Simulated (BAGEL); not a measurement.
# RI-MP2/6-31G(d) (density fitting with qzvpp-jkfit, spherical functions) run of ZnBHOF2 (SMILES [OH][Zn][B](F)F)

What is the energy change on altering one bond length of ZnBHOF2 at RI-MP2/6-31G* (density fitting with qzvpp-jkfit, spherical functions)? 

The results are computed with BAGEL 1.2.2.

5 further runs of the same task are left out: 4 that didn't finish, 1 set aside as unsound or not needed. Runs told in other sessions of the task aren't counted.

**1. The structure to begin with**

ZnBHOF2 has 6 atoms, charge 0, and is taken as a singlet. SMILES: `[OH][Zn][B](F)F`. Geometry: a GFN2-xTB relaxation, a rough one for these elements and not checked as a minimum.

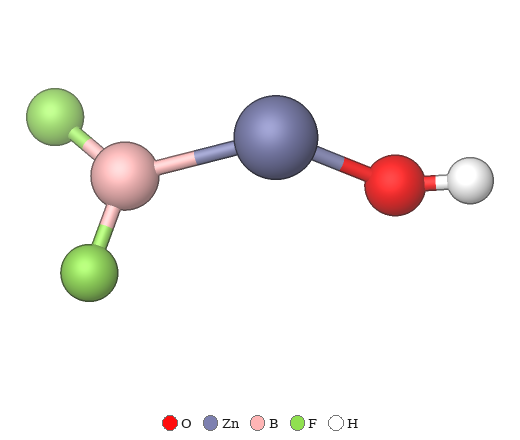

The structure, seen from a chosen angle (oxygen red, zinc blue, boron pink, fluorine green, hydrogen white).

**2. A single-point energy at RI-MP2/6-31G(d) (density fitting with qzvpp-jkfit, spherical functions)**

File input.json:

```json
{ "bagel": [

{
  "title": "molecule",
  "basis": "6-31gs.json",
  "df_basis": "qzvpp-jkfit",
  "angstrom": true,
  "geometry": [
    { "atom": "O", "xyz": [   -1.403490,    0.588170,    1.335740 ] },
    { "atom": "Zn", "xyz": [   -0.001430,   -0.243410,    0.839310 ] },
    { "atom": "B", "xyz": [    0.936940,   -0.381760,   -0.956720 ] },
    { "atom": "F", "xyz": [    1.073220,   -1.449800,   -1.714030 ] },
    { "atom": "F", "xyz": [    1.388420,    0.698200,   -1.560530 ] },
    { "atom": "H", "xyz": [   -1.993650,    0.788590,    2.056230 ] }
  ]
},
{ "title": "hf" },
{ "title": "mp2", "ncore": 9 }

]}
```

The basis set 6-31G* is read from a file made from the Basis Set Exchange's data (not shown).

Command:

```bash
$ BAGEL_NUM_THREADS=1 BAGEL input.json > input.out
```

The log of the run:

```text
* using 1 threads per process

  ===============================================================
  ===============================================================

  *** Geometry ***

  { "atom" : "O", "xyz" : [     -2.652212,      1.111480,      2.524183 ] },
  { "atom" : "Zn", "xyz" : [     -0.002702,     -0.459978,      1.586066 ] },
  { "atom" : "B", "xyz" : [      1.770560,     -0.721422,     -1.807939 ] },
  { "atom" : "F", "xyz" : [      2.028092,     -2.739725,     -3.239047 ] },
  { "atom" : "F", "xyz" : [      2.623734,      1.319407,     -2.948974 ] },
  { "atom" : "H", "xyz" : [     -3.767452,      1.490219,      3.885712 ] },

  Number of auxiliary basis functions:      588

  Since a DF basis is specified, we compute 2- and 3-index integrals:
    o Being stored without compression. Storage requirement is 0.040 GB

  Number of basis functions:       92
  Number of electrons      :       62

    * METHOD: MOLECULE                             0.70

  *** RHF ***

  === Nuclear Repulsion ===
   302.9391446328

      * DIIS with orbital gradients will be used.

  === RHF iteration (6-31gs.json) ===
      0      -2076.22378021          0.02430758           0.20
      1      -2076.41128539          0.01857762           0.19
      2      -2076.59324073          0.00159988           0.19
      3      -2076.59510735          0.00081529           0.19
      4      -2076.59556286          0.00010765           0.19
      5      -2076.59557936          0.00003537           0.19
      6      -2076.59558071          0.00002036           0.19
      7      -2076.59558111          0.00000476           0.19
      8      -2076.59558115          0.00000208           0.19
      9      -2076.59558115          0.00000072           0.19
     10      -2076.59558115          0.00000032           0.19
     11      -2076.59558115          0.00000014           0.19
     12      -2076.59558115          0.00000006           0.19
     13      -2076.59558115          0.00000003           0.19
     14      -2076.59558115          0.00000001           0.19
     15      -2076.59558115          0.00000001           0.19
    * SCF iteration converged.

    * Permanent dipole moment:
           (   -0.149896,     0.506216,    -1.430960) a.u.

    * METHOD: HF                                   3.55

  *** RHF ***

  === Nuclear Repulsion ===
   302.9391446328

      * DIIS with orbital gradients will be used.

  === RHF iteration (6-31gs.json) ===
      0      -2076.59558115          0.00000000           0.19
    * SCF iteration converged.

    * Permanent dipole moment:
           (   -0.149896,     0.506216,    -1.430960) a.u.

  === DF-MP2 calculation ===

    * freezing 9 orbitals
    * 3-index integral transformation done
    * assembly done

      MP2 correlation energy:   -0.9046363417      0.17

      MP2 total energy:       -2077.5002174918

    * METHOD: MP2                                  0.58

  ===============================================================
```

Wall time 5.1 s (1 thread of Arm Neoverse N1, shared host); peak memory 0.16 GiB.

**3. The distorted shape**

File calc.json:

```json
{ "bagel": [

{
  "title": "molecule",
  "basis": "6-31gs.json",
  "df_basis": "qzvpp-jkfit",
  "angstrom": true,
  "geometry": [
    { "atom": "O", "xyz": [   -2.104557,    1.003982,    1.583968 ] },
    { "atom": "Zn", "xyz": [   -0.001430,   -0.243410,    0.839310 ] },
    { "atom": "B", "xyz": [    0.936940,   -0.381760,   -0.956720 ] },
    { "atom": "F", "xyz": [    1.073220,   -1.449800,   -1.714030 ] },
    { "atom": "F", "xyz": [    1.388420,    0.698200,   -1.560530 ] },
    { "atom": "H", "xyz": [   -2.694717,    1.204402,    2.304458 ] }
  ]
},
{ "title": "hf" },
{ "title": "mp2", "ncore": 9 }

]}
```

The basis set 6-31G* is read from a file made from the Basis Set Exchange's data (not shown).

Command:

```bash
$ BAGEL_NUM_THREADS=1 BAGEL calc.json > calc.out
```

The log of the run:

```text
* using 1 threads per process

  ===============================================================
  ===============================================================

  *** Geometry ***

  { "atom" : "O", "xyz" : [     -3.977036,      1.897251,      2.993266 ] },
  { "atom" : "Zn", "xyz" : [     -0.002702,     -0.459978,      1.586066 ] },
  { "atom" : "B", "xyz" : [      1.770560,     -0.721422,     -1.807939 ] },
  { "atom" : "F", "xyz" : [      2.028092,     -2.739725,     -3.239047 ] },
  { "atom" : "F", "xyz" : [      2.623734,      1.319407,     -2.948974 ] },
  { "atom" : "H", "xyz" : [     -5.092277,      2.275990,      4.354794 ] },

  Number of auxiliary basis functions:      588

  Since a DF basis is specified, we compute 2- and 3-index integrals:
    o Being stored without compression. Storage requirement is 0.040 GB

  Number of basis functions:       92
  Number of electrons      :       62

    * METHOD: MOLECULE                             0.69

  *** RHF ***

  === Nuclear Repulsion ===
   272.4301398114

      * DIIS with orbital gradients will be used.

  === RHF iteration (6-31gs.json) ===
      0      -2076.06120580          0.02517161           0.21
      1      -2075.70246788          0.03714190           0.20
      2      -2076.47796361          0.00522930           0.19
      3      -2076.49464152          0.00164337           0.19
      4      -2076.49709986          0.00040852           0.19
      5      -2076.49742070          0.00013862           0.19
      6      -2076.49746764          0.00006816           0.19
      7      -2076.49747604          0.00003344           0.19
      8      -2076.49747794          0.00001415           0.19
      9      -2076.49747825          0.00000550           0.19
     10      -2076.49747833          0.00000300           0.19
     11      -2076.49747835          0.00000209           0.19
     12      -2076.49747837          0.00000077           0.19
     13      -2076.49747837          0.00000042           0.19
     14      -2076.49747837          0.00000024           0.19
     15      -2076.49747837          0.00000012           0.19
     16      -2076.49747837          0.00000006           0.19
     17      -2076.49747837          0.00000004           0.19
     18      -2076.49747837          0.00000002           0.19
     19      -2076.49747837          0.00000001           0.19
    * SCF iteration converged.

    * Permanent dipole moment:
           (   -1.545728,     1.261431,    -0.697311) a.u.

    * METHOD: HF                                   4.32

  *** RHF ***

  === Nuclear Repulsion ===
   272.4301398114

      * DIIS with orbital gradients will be used.

  === RHF iteration (6-31gs.json) ===
      0      -2076.49747837          0.00000001           0.19
    * SCF iteration converged.

    * Permanent dipole moment:
           (   -1.545728,     1.261431,    -0.697311) a.u.

  === DF-MP2 calculation ===

    * freezing 9 orbitals
    * 3-index integral transformation done
    * assembly done

      MP2 correlation energy:   -0.8997543972      0.17

      MP2 total energy:       -2077.3972327644

    * METHOD: MP2                                  0.58

  ===============================================================
```

It took 6 s on 1 thread of Arm Neoverse N1, shared host; peak memory 0.16 GiB.

**4. Outcome**

At RI-MP2/6-31G* (density fitting with qzvpp-jkfit, spherical functions), 9 core orbitals frozen:

| quantity | value |
| --- | --- |
| first shape: total energy | -2077.50022 Eh |
| first shape: correlation energy (9 core orbitals frozen) | -904.6 mEh |
| distorted shape: total energy | -2077.39723 Eh |
| distorted shape: correlation energy (9 core orbitals frozen) | -899.8 mEh |
| energy change with the O1–Zn2 bond stretched from 1.704 to 2.556 Å | 2.802 eV |

In words: With the O1–Zn2 bond stretched from 1.704 to 2.556 Å the energy rises by 2.80 eV (65 kcal/mol). The first shape isn't relaxed at this level, so the change isn't measured from a minimum.
